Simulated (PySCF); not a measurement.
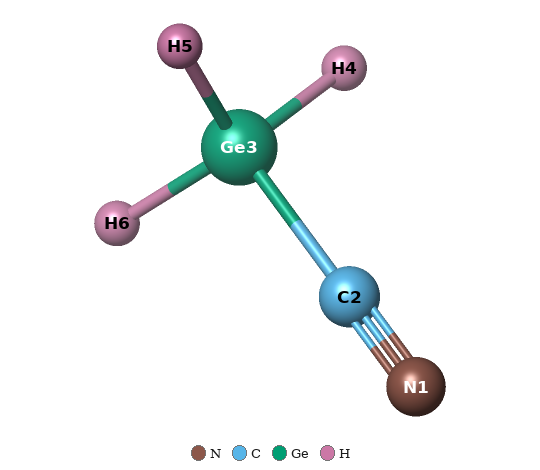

The geometry was computed by an optimisation with PBE0-D3(BJ)/def2-SVP. No frequency run is at hand to confirm it as a minimum. Method: delta-SCF UKS SCAN, pcX-2 on the ionised atom, pcseg-1 elsewhere, spin-free X2C (PySCF 2.14.0).

Give the core-electron binding energies (to vacuum) of N1 1s, C2 1s.

```
atom  level  binding energy (eV)
  N1     1s                405.3
  C2     1s                292.0
```
